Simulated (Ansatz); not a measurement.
# CH3BNSi radical: an energy map over two coordinates

A grid of calculations on CH3BNSi, SMILES [BH]N=C=[SiH2], spin multiplicity 2, to see where the energy is lowest and how it rises around there.

The runs use Ansatz 0.2.0; UKS PBE0-D4/def2-TZVP.

## Step 1: The starting structure

SMILES `[BH]N=C=[SiH2]`, 7 atoms, charge 0, spin multiplicity 2.

Atoms are counted from 1 here; the program's logs count them from 0.

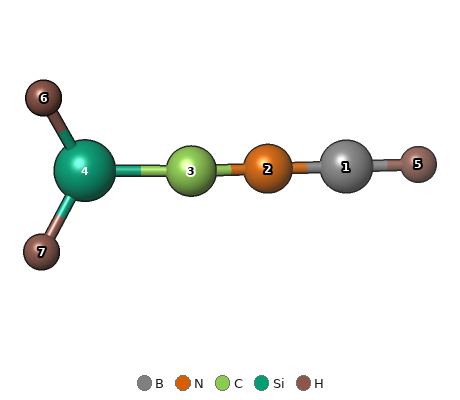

As it starts; boron grey, nitrogen orange, carbon green, silicon teal, hydrogen brown; atoms are numbered from 1 in the order of the file.

Coordinates:

```xyz
7
charge 0, multiplicity 2
B    -1.37272   -1.66816   -1.09275
N    -0.64660   -0.77340   -0.50949
C     0.04086    0.11888    0.07167
Si    1.21086    1.16590    0.77874
H    -2.04006   -2.49109   -1.62756
H     1.33642    1.16785    2.27207
H     1.47124    2.48001    0.10732
```

This geometry comes from a loose relaxation at PBE in a small basis, which is not shown.

## Step 2: Geometry optimisation

Input file input.yaml:

```yaml
crystal:
  periodic: [false, false, false]
  atoms:
    - { symbol: B, position_ang: [-1.372725, -1.668161, -1.092749] }
    - { symbol: "N", position_ang: [-0.646603, -0.773402, -0.509494] }
    - { symbol: C, position_ang: [0.040861, 0.118884, 0.071672] }
    - { symbol: Si, position_ang: [1.210864, 1.165905, 0.778739] }
    - { symbol: H, position_ang: [-2.040056, -2.491086, -1.627555] }
    - { symbol: H, position_ang: [1.336416, 1.167853, 2.272072] }
    - { symbol: H, position_ang: [1.471243, 2.480009, 0.107316] }
magnetization:
  spin_polarized: true
  initial_magnetization: 1
basis:
  gaussian: { orbitals: def2-TZVP }
hamiltonian:
  xc: pbe0
  dispersion: d4
output:
  forces: true
relax:
  f_tol: 0.003
  max_steps: 120
```

Started as:

```
$ ansatz run input.yaml --threads 1 --pin off --max-ram 2560MiB --backend cpu --events-out ev --progress --plain --runs-dir out
```

Output (excerpt; [...] marks lines left out):

```text
Warning: RAYON_NUM_THREADS=1 ignored (pool sized by the plan → 1); use --threads N
[...]
Functional definition: PBE0
[...]
904 factors; their error is unknown
[...]
mean field -11120.54868464 eV, -408.6726263817 hartree, gradient 2.0e-5 eV, S^2 0.852663; 2 other end points of the search recorded, 0 dependent functions left out
[...]
reference -11120.54872114 eV, -408.6726277232 hartree; 18, 17 occupied and 130, 131 virtual orbitals, 904 factors
relax step   1: F+E_penalty+E_count = -11120.66568072 eV  Δ(F+E_penalty+E_count) = +0.000e0 eV  max|allowed force component| = 7.126e-1 eV/Å  Δτ_max = 0.0000 Å  (55 SCF iters, accepted)
[...]
relax step   3: F+E_penalty+E_count = -11120.70606185 eV  Δ(F+E_penalty+E_count) = -3.739e-3 eV  max|allowed force component| = 1.327e-1 eV/Å  Δτ_max = 0.0120 Å  (49 SCF iters, accepted)
[...]
relax step   5: F+E_penalty+E_count = -11120.70985569 eV  Δ(F+E_penalty+E_count) = -3.794e-3 eV  max|allowed force component| = 1.169e-1 eV/Å  Δτ_max = 0.0448 Å  (44 SCF iters, accepted)
[...]
relax step   7: F+E_penalty+E_count = -11120.71250096 eV  Δ(F+E_penalty+E_count) = -2.645e-3 eV  max|allowed force component| = 3.849e-2 eV/Å  Δτ_max = 0.0500 Å  (44 SCF iters, accepted)
[...]
relax step   9: F+E_penalty+E_count = -11120.71377945 eV  Δ(F+E_penalty+E_count) = -2.524e-4 eV  max|allowed force component| = 5.194e-2 eV/Å  Δτ_max = 0.0427 Å  (44 SCF iters, accepted)
[...]
relax step  10: F+E_penalty+E_count = -11120.71383591 eV  Δ(F+E_penalty+E_count) = -5.646e-5 eV  max|allowed force component| = 3.517e-2 eV/Å  Δτ_max = 0.0081 Å  (47 SCF iters, accepted)
[...]
relax step  11: F+E_penalty+E_count = -11120.71392281 eV  Δ(F+E_penalty+E_count) = -8.691e-5 eV  max|allowed force component| = 2.331e-3 eV/Å  Δτ_max = 0.0028 Å  (38 SCF iters, accepted)
904 factors; their error is unknown
[...]
mean field -11120.59596427 eV, -408.6743638761 hartree, gradient 1.6e-5 eV, S^2 0.796795; 5 other end points of the search recorded, 0 dependent functions left out
[...]
reference -11120.59600082 eV, -408.6743652193 hartree; 18, 17 occupied and 130, 131 virtual orbitals, 904 factors
Total energy: -11120.71395936 eV, -408.6787001160 hartree
Atom 0 at    -1.356886    -1.654780    -1.083581 Å, force     0.001338     0.001697     0.001094 eV/Å
Atom 1 at    -0.640512    -0.781076    -0.511406 Å, force    -0.000679    -0.000884    -0.000564 eV/Å
Atom 2 at     0.074208     0.090767     0.059555 Å, force     0.001408     0.001698     0.001025 eV/Å
Atom 3 at     1.025731     1.249825     0.818456 Å, force    -0.002043    -0.002331    -0.001468 eV/Å
Atom 4 at    -2.018177    -2.461282    -1.611769 Å, force     0.000728     0.000860     0.000585 eV/Å
Atom 5 at     1.391785     1.126756     2.242156 Å, force    -0.000318    -0.000050    -0.001079 eV/Å
Atom 6 at     1.523851     2.429791     0.086589 Å, force    -0.000435    -0.000990     0.000407 eV/Å
Dipole moment:    -0.059457    -0.072692    -0.047633 e Å
```

Wall time 55 s (1 thread of Intel Xeon 6975P-C (Granite Rapids), shared host); peak memory 0.32 GiB.

Relaxation path: (the energy doesn't fall at every step)

| step | energy from step 1 (eV) | largest force component (eV/Å) |
| --- | --- | --- |
| 1 | 0.0000 | 0.7126 |
| 2 | -0.0366 | 0.2345 |
| 3 | -0.0404 | 0.1327 |
| 4 | -0.0355 | 0.3647 |
| 5 | -0.0442 | 0.1169 |
| 6 | -0.0417 | 0.6609 |
| 7 | -0.0468 | 0.0385 |
| 8 | -0.0478 | 0.0281 |
| 9 | -0.0481 | 0.0519 |
| 10 | -0.0482 | 0.0352 |
| 11 | -0.0482 | 0.0023 |

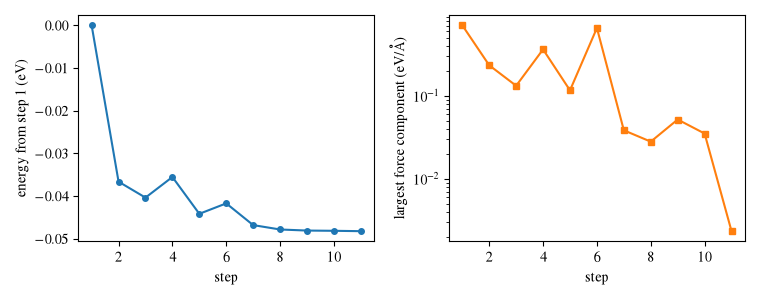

Energy and force, step by step.

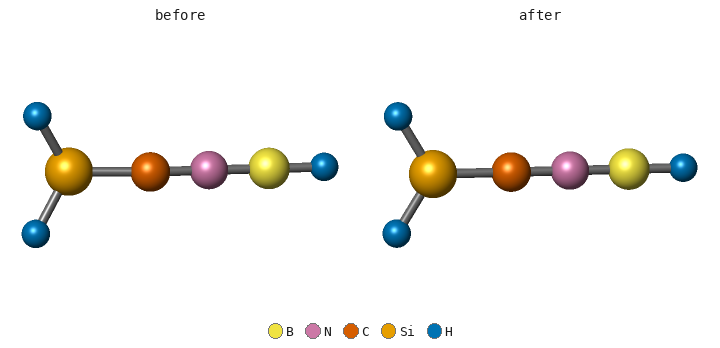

Before and after, at one scale.

Bonds that changed most:

| bond | before (Å) | after (Å) | change (Å) |
| --- | --- | --- | --- |
| C3–Si4 | 1.722 | 1.681 | -0.041 |
| B1–N2 | 1.292 | 1.266 | -0.025 |
| Si4–H6 | 1.499 | 1.475 | -0.023 |
| Si4–H7 | 1.498 | 1.475 | -0.023 |
| B1–H5 | 1.187 | 1.169 | -0.018 |
| N2–C3 | 1.267 | 1.264 | -0.004 |

## Step 3: Plan of the scan

- umbrella angle at Si4 (between each of its bonds and their common axis; 90 is planar): 9 values from 66 to 114 °
- change of the bonds Si4–C3, Si4–H6, Si4–H7, all alike: 9 values from −0.170 to 0.262 Å

Nothing else is relaxed (all other coordinates rigid). Energies count from the relaxed molecule at the same level. Points are written as (first, second).

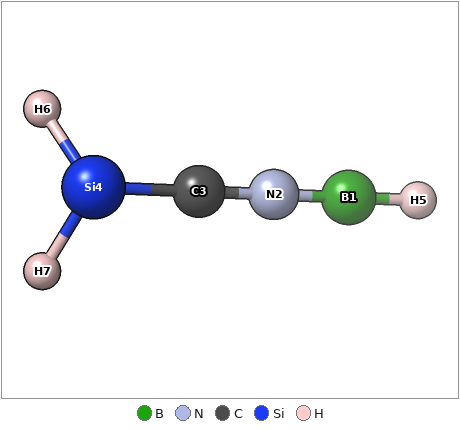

The geometry at (72°, 0.100 Å).

Below, 3 of the grid's runs; all are launched alike.

## Step 4: Grid point (72°, 0.100 Å)

Input file input.yaml:

```yaml
crystal:
  periodic: [false, false, false]
  atoms:
    - { symbol: B, position_ang: [-0.195372, -2.254612, -1.375019] }
    - { symbol: "N", position_ang: [0.163096, -1.225015, -0.730532] }
    - { symbol: C, position_ang: [0.520677, -0.197644, -0.087434] }
    - { symbol: Si, position_ang: [1.025731, 1.249825, 0.818456] }
    - { symbol: H, position_ang: [-0.526282, -3.205023, -1.969958] }
    - { symbol: H, position_ang: [1.798836, 0.877563, 2.139373] }
    - { symbol: H, position_ang: [1.932953, 2.200832, -0.049667] }
magnetization:
  spin_polarized: true
  initial_magnetization: 1
basis:
  gaussian: { orbitals: def2-TZVP }
hamiltonian:
  xc: pbe0
  dispersion: d4
output:
  forces: true
```

Started as:

```
$ ansatz run input.yaml --threads 1 --pin off --max-ram 2560MiB --backend cpu --events-out ev --progress --plain --runs-dir out
```

Output (excerpt; [...] marks lines left out):

```text
Warning: RAYON_NUM_THREADS=1 ignored (pool sized by the plan → 1); use --threads N
[...]
[... 1 set-up line as earlier in the session ...]
[...]
904 factors; their error is unknown
[...]
mean field -11120.28031716 eV, -408.6627640588 hartree, gradient 1.9e-5 eV, S^2 1.019004; 2 other end points of the search recorded, 0 dependent functions left out
[...]
reference -11120.28035485 eV, -408.6627654439 hartree; 18, 17 occupied and 130, 131 virtual orbitals, 904 factors
Total energy: -11120.39689600 eV, -408.6670482522 hartree
Atom 0 at    -0.195372    -2.254612    -1.375019 Å, force    -0.162439    -0.392627    -0.247361 eV/Å
Atom 1 at     0.163096    -1.225015    -0.730532 Å, force    -0.127175     1.173062     0.701406 eV/Å
Atom 2 at     0.520677    -0.197644    -0.087434 Å, force     0.991443     0.339128     0.265660 eV/Å
Atom 3 at     1.025731     1.249825     0.818456 Å, force     0.963301    -0.579951    -0.291514 eV/Å
Atom 4 at    -0.526282    -3.205023    -1.969958 Å, force     0.026973     0.001562     0.002619 eV/Å
Atom 5 at     1.798836     0.877563     2.139373 Å, force    -0.795040     0.232988    -1.048410 eV/Å
Atom 6 at     1.932953     2.200832    -0.049667 Å, force    -0.897064    -0.774162     0.617600 eV/Å
Dipole moment:    -0.100049    -0.271904    -0.170541 e Å
```

Run time: 5.4 s. Hardware: 1 thread of Intel Xeon 6975P-C (Granite Rapids), shared host; peak memory 0.31 GiB.

That is 31 kJ/mol from the zero.

## Step 5: Point (90°, −0.008 Å)

Input file input.yaml:

```yaml
crystal:
  periodic: [false, false, false]
  atoms:
    - { symbol: B, position_ang: [-1.350181, -1.650603, -1.080646] }
    - { symbol: "N", position_ang: [-0.634463, -0.776495, -0.508266] }
    - { symbol: C, position_ang: [0.079602, 0.095751, 0.062898] }
    - { symbol: Si, position_ang: [1.025731, 1.249825, 0.818456] }
    - { symbol: H, position_ang: [-2.010867, -2.457478, -1.609022] }
    - { symbol: H, position_ang: [1.390559, 1.126956, 2.234199] }
    - { symbol: H, position_ang: [1.521909, 2.422925, 0.090321] }
magnetization:
  spin_polarized: true
  initial_magnetization: 1
basis:
  gaussian: { orbitals: def2-TZVP }
hamiltonian:
  xc: pbe0
  dispersion: d4
output:
  forces: true
```

Started as:

```
$ ansatz run input.yaml --threads 1 --pin off --max-ram 2560MiB --backend cpu --events-out ev --progress --plain --runs-dir out
```

Output (excerpt; [...] marks lines left out):

```text
Warning: RAYON_NUM_THREADS=1 ignored (pool sized by the plan → 1); use --threads N
[...]
[... 1 set-up line as earlier in the session ...]
[...]
904 factors; their error is unknown
[...]
mean field -11120.59336012 eV, -408.6742681755 hartree, gradient 5.6e-5 eV, S^2 0.794557; 4 other end points of the search recorded, 0 dependent functions left out
[...]
reference -11120.59339665 eV, -408.6742695178 hartree; 18, 17 occupied and 130, 131 virtual orbitals, 904 factors
Total energy: -11120.71155324 eV, -408.6786116924 hartree
Atom 0 at    -1.350181    -1.650603    -1.080646 Å, force     0.009348     0.011579     0.007560 eV/Å
Atom 1 at    -0.634463    -0.776495    -0.508266 Å, force    -0.024661    -0.028196    -0.018543 eV/Å
Atom 2 at     0.079602     0.095751     0.062898 Å, force    -0.154193    -0.190913    -0.124941 eV/Å
Atom 3 at     1.025731     1.249825     0.818456 Å, force     0.073188     0.089029     0.058356 eV/Å
Atom 4 at    -2.010867    -2.457478    -1.609022 Å, force     0.000613     0.000626     0.000436 eV/Å
Atom 5 at     1.390559     1.126956     2.234199 Å, force     0.040990    -0.008894     0.150819 eV/Å
Atom 6 at     1.521909     2.422925     0.090321 Å, force     0.054714     0.126769    -0.073687 eV/Å
Dipole moment:    -0.058796    -0.072034    -0.047195 e Å
```

Wall time 5.6 s (1 thread of Intel Xeon 6975P-C (Granite Rapids), shared host); peak memory 0.31 GiB.

That is 0.23 kJ/mol from the zero.

## Step 6: Grid point (84°, −0.008 Å)

Input file input.yaml:

```yaml
crystal:
  periodic: [false, false, false]
  atoms:
    - { symbol: B, position_ang: [-0.975512, -1.857351, -1.18267] }
    - { symbol: "N", position_ang: [-0.372709, -0.920964, -0.579561] }
    - { symbol: C, position_ang: [0.228682, 0.013418, 0.022261] }
    - { symbol: Si, position_ang: [1.025731, 1.249825, 0.818456] }
    - { symbol: H, position_ang: [-1.531967, -2.721718, -1.739414] }
    - { symbol: H, position_ang: [1.514774, 1.049868, 2.18717] }
    - { symbol: H, position_ang: [1.645404, 2.338738, 0.055037] }
magnetization:
  spin_polarized: true
  initial_magnetization: 1
basis:
  gaussian: { orbitals: def2-TZVP }
hamiltonian:
  xc: pbe0
  dispersion: d4
output:
  forces: true
```

Started as:

```
$ ansatz run input.yaml --threads 1 --pin off --max-ram 2560MiB --backend cpu --events-out ev --progress --plain --runs-dir out
```

Output (excerpt; [...] marks lines left out):

```text
Warning: RAYON_NUM_THREADS=1 ignored (pool sized by the plan → 1); use --threads N
[...]
[... 1 set-up line as earlier in the session ...]
[...]
904 factors; their error is unknown
[...]
mean field -11120.57475069 eV, -408.6735842914 hartree, gradient 1.1e-5 eV, S^2 0.803796; 2 other end points of the search recorded, 0 dependent functions left out
[...]
reference -11120.57478703 eV, -408.6735856269 hartree; 18, 17 occupied and 130, 131 virtual orbitals, 904 factors
Total energy: -11120.69304428 eV, -408.6779315009 hartree
Atom 0 at    -0.975512    -1.857351    -1.182670 Å, force    -0.018615    -0.011196    -0.007926 eV/Å
Atom 1 at    -0.372709    -0.920964    -0.579561 Å, force    -0.153262     0.133151     0.071123 eV/Å
Atom 2 at     0.228682     0.013418     0.022261 Å, force     0.012312    -0.491107    -0.296207 eV/Å
Atom 3 at     1.025731     1.249825     0.818456 Å, force     0.150879     0.188335     0.123148 eV/Å
Atom 4 at    -1.531967    -2.721718    -1.739414 Å, force     0.009603    -0.002859    -0.001119 eV/Å
Atom 5 at     1.514774     1.049868     2.187170 Å, force    -0.009159     0.005989     0.197559 eV/Å
Atom 6 at     1.645404     2.338738     0.055037 Å, force     0.008242     0.177687    -0.086578 eV/Å
Dipole moment:    -0.060298    -0.099672    -0.063994 e Å
```

Run time: 5.2 s. Hardware: 1 thread of Intel Xeon 6975P-C (Granite Rapids), shared host; peak memory 0.32 GiB.

On the map this point reads 2.0 kJ/mol.

## Step 7: The map

79 points were computed, 2 more follow by symmetry. Energies in kJ/mol, from the relaxed molecule at the same level:

| change of the bonds Si4–C3, Si4–H6, Si4–H7, all alike (Å) ↓, umbrella angle at Si4 (between each of its bonds and their common axis; 90 is planar) (°) → | 66 | 72 | 78 | 84 | 90 | 96 | 102 | 108 | 114 |
| --- | --- | --- | --- | --- | --- | --- | --- | --- | --- |
| 0.262 | 131 | 137 | 149 | 163 | 169 | 163 | 149 | 137 | 131 |
| 0.208 | 92 | 94 | 102 | 112 | 116 | 111 | 102 | 94 | 92 |
| 0.154 | 60 | 58 | 61 | 67 | 69 | 66 | 61 | 58 | 60 |
| 0.100 | 38 | 31 | 30 | 31 | 32 | 31 | 29 | 31 | 38 |
| 0.046 | 28 | 16 | 10 | 8 | 7 | 8 | 10 | 16 | 28 |
| −0.008 | 34 | 18 | 8 | 2 | 0 | 2 | 8 | 18 | 34 |
| −0.062 | 63 | 41 | 27 | 18 | 15 | 18 | 27 | 41 | 63 |
| −0.116 | 119 | 93 | 74 | 63 | 59 | 63 | 74 | 93 | 119 |
| −0.170 | 210 | 180 | 157 | 144 | 139 | 144 | 157 | 179 | 210 |

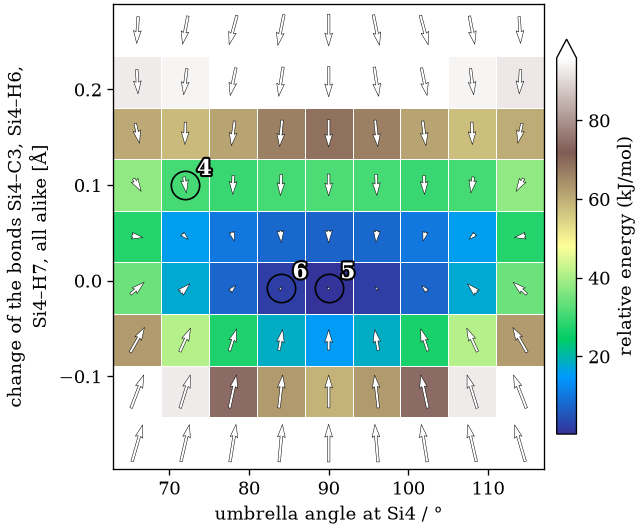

The map; numbers mark the steps of this session that print a point's run. The picture shows one coloured cell a grid point, arrows along the force (downhill), longer where it is stronger, one colour for all values above the top of the scale.

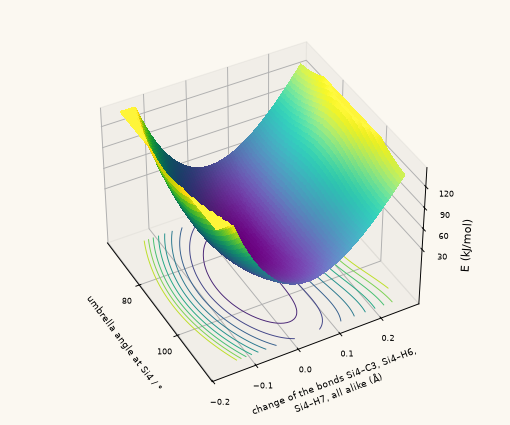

The same map in relief. Drawn: a relief with its contours projected below, any walls above the top of the colour scale cut off. Between grid points the surface is interpolated.

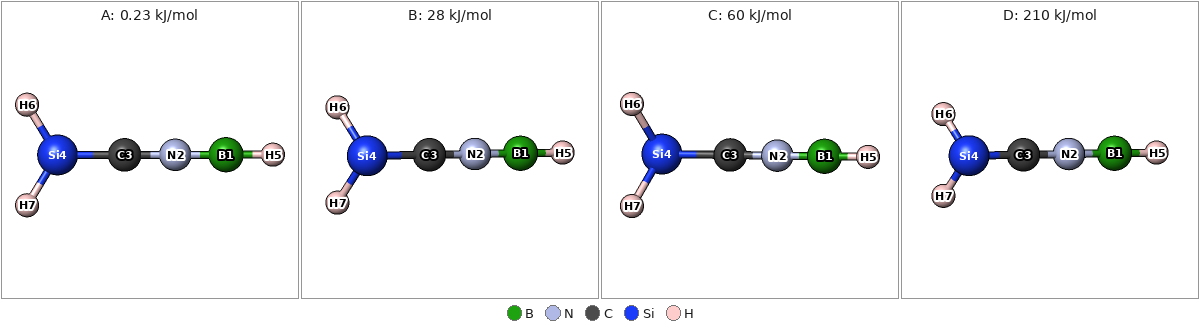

Structures on the grid, at one scale: A at (90°, −0.008 Å); B at (66°, 0.046 Å); C at (114°, 0.154 Å); D at (66°, −0.170 Å).

On the same grid, ⟨S²⟩ (ħ²):

| change of the bonds Si4–C3, Si4–H6, Si4–H7, all alike (Å) ↓, umbrella angle at Si4 (between each of its bonds and their common axis; 90 is planar) (°) → | 66 | 72 | 78 | 84 | 90 | 96 | 102 | 108 | 114 |
| --- | --- | --- | --- | --- | --- | --- | --- | --- | --- |
| 0.262 | 1.10 | 1.19 | 1.19 | 1.11 | 1.04 | 1.11 | 1.19 | 1.19 | 1.10 |
| 0.208 | 1.08 | 1.15 | 1.11 | 1.02 | 0.97 | 1.02 | 1.11 | 1.14 | 1.08 |
| 0.154 | 1.05 | 1.09 | 1.04 | 0.94 | 0.90 | 0.94 | 1.03 | 1.08 | 1.05 |
| 0.100 | 1.01 | 1.02 | 0.96 | 0.88 | 0.85 | 0.88 | 0.96 | 1.02 | 1.01 |
| 0.046 | 0.96 | 0.95 | 0.89 | 0.83 | 0.81 | 0.83 | 0.89 | 0.95 | 0.96 |
| −0.008 | 0.91 | 0.89 | 0.84 | 0.80 | 0.79 | 0.80 | 0.84 | 0.89 | 0.91 |
| −0.062 | 0.86 | 0.84 | 0.81 | 0.79 | 0.78 | 0.79 | 0.81 | 0.84 | 0.86 |
| −0.116 | 0.83 | 0.81 | 0.79 | 0.78 | 0.78 | 0.78 | 0.79 | 0.81 | 0.83 |
| −0.170 | 0.81 | 0.79 | 0.78 | 0.77 | 0.77 | 0.77 | 0.78 | 0.79 | 0.81 |

## Step 8: Results

| quantity | value |
| --- | --- |
| lowest point | (90°, −0.008 Å), 0.23 kJ/mol |
| highest computed point | (66°, −0.170 Å), 210 kJ/mol above the lowest |
| ⟨S²⟩ (ħ²) | 0.77 at (90°, −0.170 Å) to 1.19 at (72°, 0.262 Å); 0.79 at the lowest point |
| time for the whole task | 9.3 min on 1 thread, shared host |

**Reading.** The lowest computed point is at (90°, −0.008 Å), 0.23 kJ/mol from the relaxed molecule at the same level. The grid is coarse, so the true minimum lies between grid points and may sit elsewhere than the lowest one. No other kind of well shows on this grid. The highest computed point, (66°, −0.170 Å), lies 210 kJ/mol above the lowest. Round the minimum the two coordinates are nearly uncoupled.
